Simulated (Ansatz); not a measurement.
# What BiAs (model cell, started as CsCl type) distorts into, part 2 of 2

Which phase does BiAs (model cell, started as CsCl type) fall into along its unstable mode, and how much energy does it gain?

Ansatz 0.2.0; DFT PBEsol, scalar-relativistic, plane waves, PAW.

So far, highest frequency on the path or at a solved wavevector (cm⁻¹): step 2 (the dispersion) 118. Also lowest frequency on the path (cm⁻¹): step 2 -81.6.

The structure was built from a prototype and need not be the compound's stable phase.

## 5. Energy along the mode, all amplitudes (two of the runs are shown above)

An imaginary frequency means negative curvature, so the energy should fall and then rise again as anharmonic terms take over.

This step gave:

| Property | Result |
| --- | --- |
| depth at the lowest point sampled | 23.51 meV/atom |
| largest atomic shift at that point | 0.32 Å |

Energy from the parent against largest atomic shift:

| largest atomic shift (Å) | energy from the parent (meV/atom) |
| --- | --- |
| 0.000 | 0 |
| 0.040 | -0.727 |
| 0.080 | -3.05 |
| 0.140 | -8.26 |
| 0.220 | -15.5 |
| 0.320 | -23.5 |
| 0.450 | -16.3 |
| 0.600 | 29.4 |

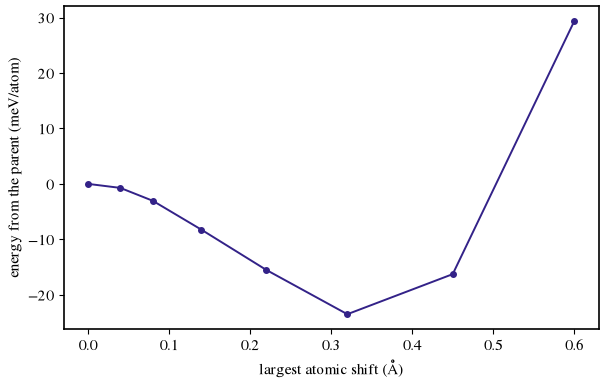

Energy from the parent against largest atomic shift.

Displacement at unit largest shift by atom:

| atom | x (Å) | y (Å) | z (Å) | size |
| --- | --- | --- | --- | --- |
| Bi1 | 0.00 | 0.00 | 0.00 | 0.00 |
| Bi2 | 0.00 | 0.00 | 0.00 | 0.00 |
| As3 | -1.00 | 0.00 | 0.00 | 1.00 |
| As4 | 1.00 | 0.00 | 0.00 | 1.00 |

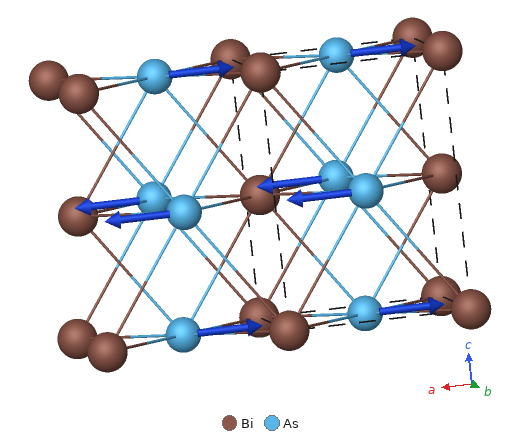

Displacement at unit largest shift as arrows, the longest 1 Å. 2×1×1 cells are drawn. Some periodic images of atoms are drawn too.

The lowest of the steps tried is at 0.32 Å, 23.5 meV/atom below the parent; the bottom of the well need not coincide with a step.

## 6. Relaxation from the frozen mode

Starting from the lowest point found, all atoms and the cell are let go, so that strain and other modes of the same symmetry can join in.

input.yaml

```yaml
crystal:
  lattice:
    - [-3.6289249598, 0.0, 0.0]
    - [0.0, -3.6289249598, -3.6289249598]
    - [0.0, -3.6289249598, 3.6289249598]
  atoms:
    - { symbol: Bi, position: [1.0, 0.0, 0.0] }
    - { symbol: Bi, position: [1.0, 0.5, 0.5] }
    - { symbol: As, position: [0.588180385, 0.0, 0.5] }
    - { symbol: As, position: [0.411819615, 0.5, 0.0] }
kpoints:
  mp_grid: { grid: [10, 8, 8] }
hamiltonian:
  xc: pbesol
scf:
  occupations: { method: methfessel_paxton, width: 0.15 }
output:
  forces: true
  stress: true
  eigenvalues: true
relax:
  adjacent_minimum: "off"
  f_tol: 0.002
  max_steps: 120
  cell: { stress_tol: 0.03 }
```

Started as:

```console
ansatz run input.yaml --threads 4 --pin off --max-ram 7168MiB --backend cpu --events-out ev --progress --plain --runs-dir out
```

Numbers of over 12 decimals in the logs are rounded to 6 here.

Log:

```text
[...]
Crystal: 4 atoms, lattice volume = 95.579 Å³
Basis set: ecut = 420 eV, 1877 PW (Γ), exchange–correlation on 50×72×72 points (8 copies of the dense FFT grid, shifted against one another)
Bands: 36, of which v1, the nominal top of the filled ones, is band 30 counted from 1 (29 counted from 0)
Symmetry: 16 space group operations
[...]
k-points: 90 of 640
[...]
SCF iter   1: F=—  HF=-34109.315384 eV  |F-HF|=—  |Δ(HF+E_count)|=         —  Δρ=3.41e-3  dr2=2.08e-2  ethr=1.77e-3  ⟨swp⟩=6.8  Hψ=12931  notcnv=0
[...]
SCF iter   7: F=-34109.308283 eV  HF=-34109.308283 eV  |F-HF|=1.75e-8  |Δ(HF+E_count)|=   1.59e-9  S|Δr|=    0.00e0  Δρ=6.42e-6  dr2=3.02e-8  ethr=1.67e-10  ⟨swp⟩=8.3  Hψ=14507  notcnv=0
SCF 1 converged in 7 iterations: F = -34109.308283 eV  dr2 = 3.02e-8
[...]
relax step   1: F+E_penalty+E_count = -34109.30828262 eV  Δ(F+E_penalty+E_count) = +0.000e0 eV  max|allowed force component| = 7.062e-2 eV/Å  Δτ_max = 0.0000 Å  P = +2.483 GPa  Ω = 95.579 Å³  (7 SCF iters, dr2 threshold 1.00e-7 eV, accepted)
Crystal: 4 atoms, lattice volume = 102.171 Å³
Basis set: ecut = 420 eV, 2013 PW (Γ), exchange–correlation on 50×72×72 points (8 copies of the dense FFT grid, shifted against one another)
[...]
SCF iter   6: F=-34109.347596 eV  HF=-34109.347596 eV  |F-HF|=1.47e-8  |Δ(HF+E_count)|=   1.39e-7  S|Δr|=    0.00e0  Δρ=5.33e-6  dr2=2.93e-8  ethr=6.67e-10  ⟨swp⟩=6.0  Hψ=14281  notcnv=0
SCF 2 converged in 6 iterations: F = -34109.347596 eV  dr2 = 2.93e-8
relax step   2: F+E_penalty+E_count = -34109.34759575 eV  Δ(F+E_penalty+E_count) = -3.931e-2 eV  max|allowed force component| = 2.251e-1 eV/Å  Δτ_max = 0.0469 Å  P = -1.531 GPa  Ω = 102.171 Å³  energy of the carried Pulay correction = -1.282e-3 eV  (6 SCF iters, dr2 threshold 4.00e-7 eV, accepted)
Crystal: 4 atoms, lattice volume = 101.086 Å³
Basis set: ecut = 420 eV, 1965 PW (Γ), exchange–correlation on 50×72×72 points (8 copies of the dense FFT grid, shifted against one another)
[...]
SCF iter   5: F=-34109.366374 eV  HF=-34109.366374 eV  |F-HF|=1.69e-7  |Δ(HF+E_count)|=   1.89e-6  S|Δr|=    0.00e0  Δρ=1.32e-5  dr2=2.58e-7  ethr=6.67e-10  ⟨swp⟩=4.3  Hψ=14524  notcnv=0
SCF 3 converged in 5 iterations: F = -34109.366374 eV  dr2 = 2.58e-7
relax step   3: F+E_penalty+E_count = -34109.36637378 eV  Δ(F+E_penalty+E_count) = -1.878e-2 eV  max|allowed force component| = 1.038e-1 eV/Å  Δτ_max = 0.0314 Å  P = -0.347 GPa  Ω = 101.086 Å³  energy of the carried Pulay correction = -1.077e-3 eV  (5 SCF iters, dr2 threshold 4.00e-7 eV, accepted)
[...]
relax step   4: F+E_penalty+E_count = -34109.37148270 eV  Δ(F+E_penalty+E_count) = -5.109e-3 eV  max|allowed force component| = 5.604e-3 eV/Å  Δτ_max = 0.0422 Å  P = +0.189 GPa  Ω = 101.311 Å³  energy of the carried Pulay correction = -1.119e-3 eV  (6 SCF iters, dr2 threshold 4.00e-7 eV, accepted)
[...]
relax step   5: F+E_penalty+E_count = -34109.37193470 eV  Δ(F+E_penalty+E_count) = -4.520e-4 eV  max|allowed force component| = 5.096e-3 eV/Å  Δτ_max = 0.0052 Å  P = +0.102 GPa  Ω = 101.636 Å³  energy of the carried Pulay correction = -1.181e-3 eV  (4 SCF iters, dr2 threshold 2.66e-7 eV, accepted)
[...]
relax step   6: F+E_penalty+E_count = -34109.37200008 eV  Δ(F+E_penalty+E_count) = -6.538e-5 eV  max|allowed force component| = 4.186e-4 eV/Å  Δτ_max = 0.0023 Å  P = +0.002 GPa  Ω = 101.889 Å³  energy of the carried Pulay correction = -1.229e-3 eV  (5 SCF iters, dr2 threshold 5.54e-8 eV, accepted)
Basis set: ecut = 420 eV, 2005 PW (Γ), exchange–correlation on 54×72×72 points (8 copies of the dense FFT grid, shifted against one another)
[...]
SCF iter   6: F=-34109.373299 eV  HF=-34109.373299 eV  |F-HF|=1.46e-11  |Δ(HF+E_count)|=  1.75e-10  S|Δr|=    0.00e0  Δρ=8.89e-8  dr2=1.10e-11  ethr=1.00e-12  ⟨swp⟩=4.8  Hψ=16592  notcnv=0
SCF 7 converged in 6 iterations: F = -34109.373299 eV  dr2 = 1.10e-11
relax step   7: F+E_penalty+E_count = -34109.37329918 eV  Δ(F+E_penalty+E_count) = -1.299e-3 eV  max|allowed force component| = 4.421e-4 eV/Å  Δτ_max = 0.0000 Å  P = +0.004 GPa  Ω = 101.889 Å³  stress off target by 1.61e-2 GPa  SCF on the basis re-selected at this cell (its energy is not comparable with the rows above)  (6 SCF iters)
basis re-selected at this cell: Δ(F+E_penalty+E_count) = -1.299e-3 eV, ΔP = +0.003 GPa vs the last step (what re-selecting the basis moved, of the pressure what is left beyond the Pulay correction that the steps carried, after the strain that the cell walked since its last selection, with what the two solves' SCF thresholds leave and, on support functions, any second-order correction that the steps lacked; it is no measure of the basis error at this ecutwfc). The dense FFT grid was sized anew with the basis: this SCF ran on 27×36×36 points, the steps before it on 25×36×36, so part of this shift can come from that change (see relax.cell in the input reference). [rest of the remark cut]
SCF converged after 6 iterations
[...]
Free energy (F): -34109.373299 eV
[...]
Internal energy: -34109.371300 eV  (E = F + TS)
E sigma→0 (E₀):  -34109.372799 eV
Entropy (-TS):   -0.001999 eV (-0.500 meV/atom)
Fermi energy:    11.686636 eV
[...]
--- Forces (eV/Å), atoms counted from 1 ---
  atom   1  Bi     0.00000000     0.00000000     0.00000000
  atom   2  Bi    -0.00000000    -0.00000000    -0.00000000
  atom   3  As    -0.00044213    -0.00000000     0.00000000
  atom   4  As     0.00044213     0.00000000    -0.00000000
  max |Σ_I F_I| component: 7.16e-18 eV/Å
--- Stress (GPa, compression-positive) ---
        0.016114      -0.000000       0.000000
       -0.000000      -0.001564       0.000000
        0.000000       0.000000      -0.001564
  P = ⅓ Tr σ = 0.0043 GPa (0.043 kbar)
--- Band table (eV; the first three rows and the last of 90) ---
  k-point 0: bands = [... 26 lower, 9.5355, 9.5355, 9.9353, 11.4443, 13.9160, 14.3495, 15.3841, 15.3841, ... 2 higher]
  k-point 1: bands = [... 26 lower, 9.2951, 9.6639, 10.0091, 11.6177, 13.7225, 14.0319, 15.4018, 15.4339, ... 2 higher]
  k-point 2: bands = [... 26 lower, 8.7121, 9.9476, 10.2157, 12.0869, 13.1345, 13.4321, 15.2371, 15.2527, ... 2 higher]
  k-point 89: bands = [... 26 lower, 6.3523, 6.3523, 12.6034, 12.6034, 14.2804, 14.2804, 15.1929, 15.1929, ... 2 higher]
--- Relaxed structure (6 steps of the walk, 6 accepted, 1 SCFs on fresh bases) ---
  F+E_penalty+E_count = -34109.37329918 eV   max|allowed force component| = 4.421e-4 eV/Å   (the final SCF, on the basis selected at the relaxed cell)
  cell:  # Å, volume = 101.8885 Å³
    - [-3.822951, 0, 0]
    - [0, -3.650466, -3.650466]
    - [0, -3.650466, 3.650466]
  atoms:
    - { symbol: Bi, position: [1.0, 0, 0] }
    - { symbol: Bi, position: [1.0, 0.5, 0.5] }
    - { symbol: As, position: [0.623443, 0.0, 0.5] }
    - { symbol: As, position: [0.376557, 0.5, 0.0] }
```

Run time: 28 s. Hardware: 4 threads of Arm Neoverse V2, shared host; peak memory 0.59 GiB; 1.8 min of CPU time.

Step by step:

| step | energy less that of the first step (eV) | largest force component (eV/Å) | pressure (GPa) | volume (Å³) |
| --- | --- | --- | --- | --- |
| 1 | 0.0000 | 0.0706 | 2.48 | 95.58 |
| 2 | -0.0393 | 0.2251 | -1.53 | 102.17 |
| 3 | -0.0581 | 0.1038 | -0.35 | 101.09 |
| 4 | -0.0632 | 0.0056 | 0.19 | 101.31 |
| 5 | -0.0637 | 0.0051 | 0.10 | 101.64 |
| 6 | -0.0637 | 0.0004 | 0.00 | 101.89 |
| 7* | -0.0650 | 0.0004 | 0.00 | 101.89 |

Relaxation steps marked * repeat the geometry before them on a plane-wave basis chosen anew for their cell, so energy and pressure can jump there.

Forces are held to the 16 operations that the run works with; a distortion that breaks them can't arise in this run.

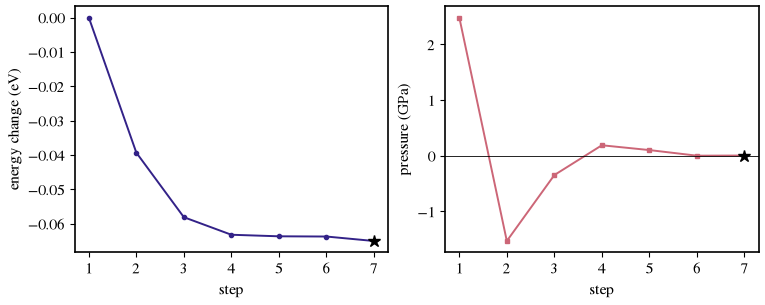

Energy and pressure along the relaxation. Stars mark steps on a basis chosen anew.

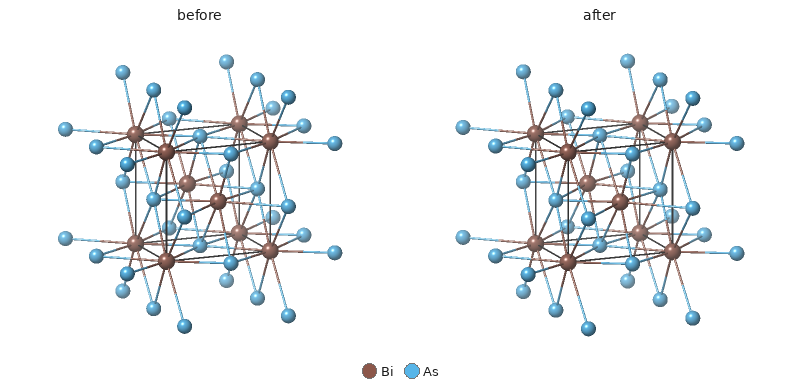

Before and after, at one scale.

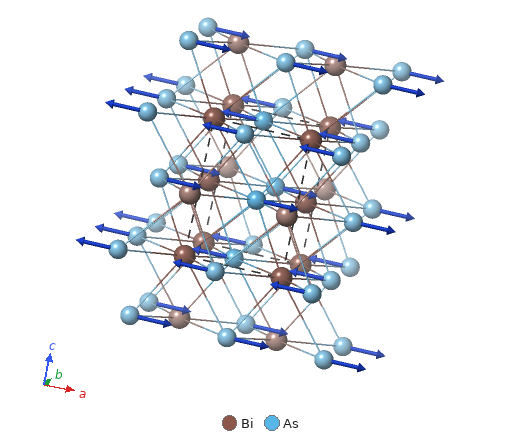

Displacements in the relaxation, exaggerated, measured against the changing cell; the longest in the cell stands for 0.13 Å. Some periodic images of atoms are drawn too.

| cell as run | before | after | change |
| --- | --- | --- | --- |
| a (Å) | 3.629 | 3.823 | +5.3 % |
| b (Å) | 5.132 | 5.163 | +0.6 % |
| c (Å) | 5.132 | 5.163 | +0.6 % |
| volume (Å³/atom) | 23.89 | 25.47 | +6.6 % |

The atoms that moved most (Å, as changes of fractional coordinates times the final cell):

| atom | dx | dy | dz | length |
| --- | --- | --- | --- | --- |
| As4 | 0.135 | 0.000 | 0.000 | 0.135 |
| As3 | -0.135 | 0.000 | 0.000 | 0.135 |

Final coordinates:

```xyz
4
Lattice="-3.8230 0.0000 0.0000 0.0000 -3.6505 -3.6505 0.0000 -3.6505 3.6505" Properties=species:S:1:pos:R:3 pbc="T T T"
Bi   -3.8230    0.0000    0.0000
Bi   -3.8230   -3.6505    0.0000
As   -2.3834   -1.8252    1.8252
As   -1.4396   -1.8252   -1.8252
```

This step gave:

```
pressure        : 0.004328 GPa
volume per atom : 25.47 Å³
```

The distorted start has space group P4/nmm; the relaxation ends in P4/nmm.

## 7. The new phase in its own primitive cell

The relaxed structure is symmetrised, reduced to its primitive cell and relaxed tightly, as its phonons need.

input.yaml, the sections that differ from step 6:

```yaml
crystal:
  lattice:
    - [5.1625378809, 0.0, 0.0]
    - [0.0, 5.1625378809, 0.0]
    - [0.0, 0.0, 3.8229511507]
  atoms:
    - { symbol: Bi, position: [0.0, 0.0, 0.0] }
    - { symbol: Bi, position: [0.5, 0.5, 0.0] }
    - { symbol: As, position: [0.0, 0.5, 0.6234425158] }
    - { symbol: As, position: [0.5, 0.0, 0.3765574842] }
kpoints:
  mp_grid: { grid: [8, 8, 10] }
relax:
  adjacent_minimum: "off"
  f_tol: 0.001
  max_steps: 60
  cell: { stress_tol: 0.01 }
# hamiltonian, scf, output: as in step 6
```

Log:

```text
[...]
Crystal: 4 atoms, lattice volume = 101.889 Å³
Basis set: ecut = 420 eV, 2005 PW (Γ), exchange–correlation on 72×72×54 points (8 copies of the dense FFT grid, shifted against one another)
Bands: 36, of which v1, the nominal top of the filled ones, is band 30 counted from 1 (29 counted from 0)
Symmetry: 16 space group operations
[...]
k-points: 90 of 640
[...]
--- Relaxed structure (4 steps of the walk, 3 accepted, 1 SCFs on fresh bases) ---
[...]
cell:  # Å, volume = 101.9224 Å³
    - [5.162059, 0.0, 0.0]
    - [0.0, 5.162059, 0.0]
    - [0.0, 0.0, 3.824933]
  atoms:
    - { symbol: Bi, position: [0, 0, 0] }
    - { symbol: Bi, position: [0.500000, 0.500000, 0] }
    - { symbol: As, position: [0, 0.500000, 0.623629] }
    - { symbol: As, position: [0.500000, 0, 0.376371] }
[key lines of the parts left out:]
SCF converged after 5 iterations
Free energy (F): -34109.373303 eV
Fermi energy:    11.682063 eV
P = ⅓ Tr σ = -0.0003 GPa (-0.003 kbar)
```

Elapsed: 21 s, on 4 threads; peak memory 0.59 GiB.

Little changed from the start: no atom moved by 0.005 Å and no cell edge by 0.1 %.

This step gave:

```
pressure        : -3.34e-4 GPa
volume per atom : 25.48 Å³
```

The largest force component left is 0.052 meV/Å and the pressure is 0.000 GPa, within the tolerances set. The cell now holds 25.48 Å³/atom.

## 8. Modes of the new phase, k-mesh 8×8×10

A relaxed structure may still be a saddle point, so its zone-centre modes are computed. No field response is asked, since the mesh shows no gap.

input.yaml, the sections that differ from step 7:

```yaml
crystal:
  lattice:
    - [5.1620587576, 0.0, 0.0]
    - [0.0, 5.1620587576, 0.0]
    - [0.0, 0.0, 3.8249328242]
  atoms:
    - { symbol: Bi, position: [0.0, 0.0, 0.0] }
    - { symbol: Bi, position: [0.5, 0.5, 0.0] }
    - { symbol: As, position: [0.0, 0.5, 0.6236289737] }
    - { symbol: As, position: [0.5, 0.0, 0.3763710263] }
output:
  eigenvalues: true
phonons:
  method: dfpt
# kpoints, hamiltonian, scf: as in step 7
# relax: removed
```

Log:

```text
zone centre: on kpoints.mp_grid the ground state, and the responses unless they are solved on pairs of k-points, stand on 150 of the mesh's 640 k-points, reduced under 4 symmetry operations, with k and −k counted as one. Each operation leaves every solved displacement unchanged or reverses it
[...]
Crystal: 4 atoms, lattice volume = 101.922 Å³
Basis set: ecut = 420 eV, 2005 PW (Γ), exchange–correlation on 72×72×54 points (8 copies of the dense FFT grid, shifted against one another)
Bands: 36, of which v1, the nominal top of the filled ones, is band 30 counted from 1 (29 counted from 0)
Symmetry: 16 space group operations
k-points: 150 of 640 (irreducible under 4 space group operations, time reversal used)
[...]
SCF iter   1: F=—  HF=-34109.379878 eV  |F-HF|=—  |Δ(HF+E_count)|=         —  Δρ=3.18e-3  dr2=1.95e-2  ethr=1.77e-3  ⟨swp⟩=6.7  Hψ=21749  notcnv=0
[...]
SCF iter  10: F=-34109.373303 eV  HF=-34109.373303 eV  |F-HF|=7.28e-12  |Δ(HF+E_count)|=    0.00e0  S|Δr|=    0.00e0  Δρ=5.90e-8  dr2=4.55e-12  ethr=1.00e-12  ⟨swp⟩=9.1  Hψ=28250  notcnv=0
SCF 1 converged in 10 iterations: F = -34109.373303 eV  dr2 = 4.55e-12
[...]
DFPT response loops at Γ: preconditioner auto → Kerker (q_TF=auto, 2.498 Å⁻¹) (partly filled bands, converged f_vac=0.000); β = 1.00, the filter's whole step (`scf.mixing.beta` (0.50) is not read by the response loops under this deck's `scf.mixing.preconditioner`; to damp them name `kerker` or `kerker_dos`, under which they read `scf.mixing.beta`, and type it under 1.00, their step now; both keys bind the ground state too); Broyden in place of MSR1
SCF converged after 10 iterations
[...]
Free energy (F): -34109.373303 eV
[...]
Internal energy: -34109.371287 eV  (E = F + TS)
E sigma→0 (E₀):  -34109.372799 eV
Entropy (-TS):   -0.002016 eV (-0.504 meV/atom)
Fermi energy:    11.682063 eV
Step filling:    the computed levels leave a gap of 0.0000 eV = 0.0 smearing widths at the electron count; against every level under it full and every level over it empty, smearing changes F+E_penalty+E_count by -0.372 meV and its σ→0 estimate by +0.132 meV
[...]
--- Band table (eV; the first three rows and the last of 150) ---
  k-point 0: bands = [... 26 lower, 9.5325, 9.5325, 9.9274, 11.4345, 13.9049, 14.3359, 15.3738, 15.3738, ... 2 higher]
  k-point 1: bands = [... 26 lower, 9.5933, 9.5933, 9.7195, 11.2416, 13.1342, 14.4667, 14.6663, 14.6663, ... 2 higher]
  k-point 2: bands = [... 26 lower, 9.3895, 9.7296, 9.7296, 10.7252, 11.7480, 13.5196, 13.5196, 14.3174, ... 2 higher]
  k-point 149: bands = [... 26 lower, 6.3489, 6.3489, 12.5997, 12.5997, 14.2755, 14.2755, 15.1874, 15.1874, ... 2 higher]
--- Phonons (Γ-DFPT): 4 representative perturbations + reference, on 150 of 640 k-points (Σ response iterations 12) ---
  k mesh reduced under 4 symmetry operations, with k and −k counted as one. Each operation leaves every solved displacement unchanged or reverses it
  ASR residual: 2.938e-5 → 0.000e0 eV/Å²; symmetrization residual: 2.257e-5 eV/Å²
  ASR residual per site (eV/Å²): 2.94e-5 2.94e-5 1.56e-5 1.56e-5
  Γ frequencies (cm⁻¹): 0.00 0.00 0.00 43.79 53.39 53.39 89.65 89.65 96.78 96.78 109.54 111.20
  non-analytic LO–TO correction: not included (Born effective charges unavailable; polar crystals: no LO–TO splitting at Γ)
```

Elapsed: 64 s, on 4 threads; peak memory 2 GiB; 4 min of CPU time.

This step gave:

* sum-rule residual before enforcement: 2.94e-5 eV/Å²
* point group: 4/mmm
* highest optical mode at the zone centre (no LO-TO term): 111.2 cm⁻¹
* lowest optical zone-centre mode: 43.79 cm⁻¹

Patterns of degenerate modes are one choice out of their space. Modes at Γ, with each element's share of the kinetic energy:

| mode | frequency (cm⁻¹) | symmetry | Bi % | As % |
| --- | --- | --- | --- | --- |
| 1 | 0.0 | acoustic | 74 | 26 |
| 2 | 0.0 | acoustic | 74 | 26 |
| 3 | 0.0 | acoustic | 74 | 26 |
| 4 | 43.8 | B1g | 100 | 0 |
| 5 | 53.4 | Eg | 50 | 50 |
| 6 | 53.4 | Eg | 50 | 50 |
| 7 | 89.7 | Eg | 50 | 50 |
| 8 | 89.7 | Eg | 50 | 50 |
| 9 | 96.8 | Eu | 26 | 74 |
| 10 | 96.8 | Eu | 26 | 74 |
| 11 | 109.5 | A2u | 26 | 74 |
| 12 | 111.2 | A1g | 0 | 100 |

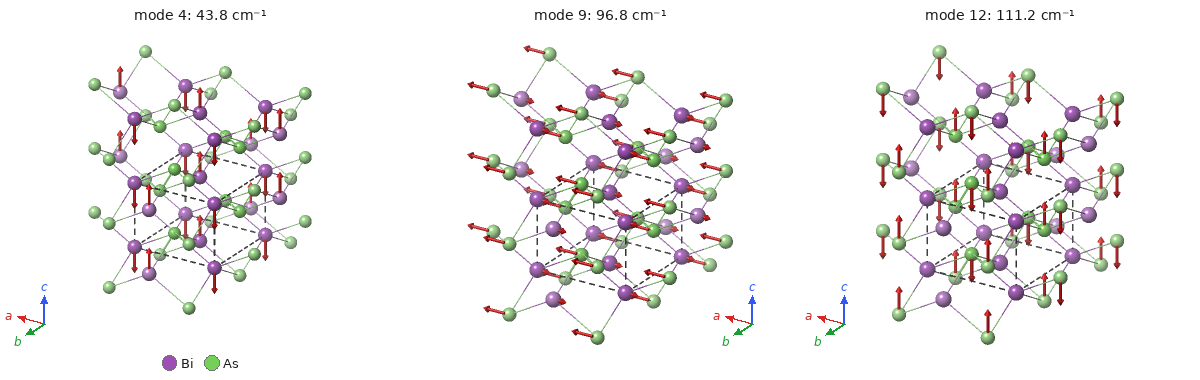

Displacement patterns of modes 4, 9 and 12 at Γ; arrows are exaggerated. 1×1×2 cells are drawn. Some periodic images of atoms are drawn too.

Before it was imposed, the acoustic sum rule was missed by 2.9e-5 eV/Å². Small misses are needed for a sound result but don't prove that mesh and cutoff are converged. The lowest optical mode is real, 43.8 cm⁻¹.

## 9. What came out

```yaml
unstable_mode_of_the_parent: q = (0, -0.5, -0.5), 82i cm⁻¹
depth_at_the_lowest_point_sampled: 23.5 meV/atom
largest_atomic_shift_at_that_point: 0.32 Å
space_group_reached_within_0p01_a: P4/nmm
energy_gained_over_the_parent_first_relaxation_on_the_mesh_of_the_frozen_mode: 39.8 meV/atom
volume_per_atom_phase_reached: 25.5 Å³
lowest_optical_zone_centre_mode_phase_reached: 43.8 cm⁻¹
highest_optical_mode_at_the_zone_centre_no_lo_to_term_phase_reached: 111 cm⁻¹
```

**Reading.** Along this mode the structure falls into P4/nmm, 39.8 meV/atom below the parent. At the parent's cell the well is 23.51 meV/atom deep on the steps tried, with its lowest point at a shift of 0.32 Å. Relaxing atoms and cell changes the gain by +16.27 meV/atom against the lowest step (energies at zero smearing). The new phase has no imaginary mode at the zone centre of its cell; other wavevectors were not checked. Of the 2 patterns followed to their end from this parent, this one reaches the lowest energy. Each path keeps the symmetry of its pattern, so a lower phase may lie along a pattern not tried. With no gap, or one that is small against the smearing, the frequencies hang on the k mesh and the smearing, most of all near Kohn anomalies. Spin-orbit coupling is left out, which can matter for the heavy elements here. The starting cell was built on a prototype and not taken from a measurement, so the phase need not exist.

[Logs are printed without paths, hosts, clocks, repeated set-up lines and the standing remarks that a program may print on its own settings, such as how far it seeks lower states.]

[Hosts, paths, dates, database ids (printed as entryN), source tags and the programs' standing remarks are cut or masked in the printed files.]
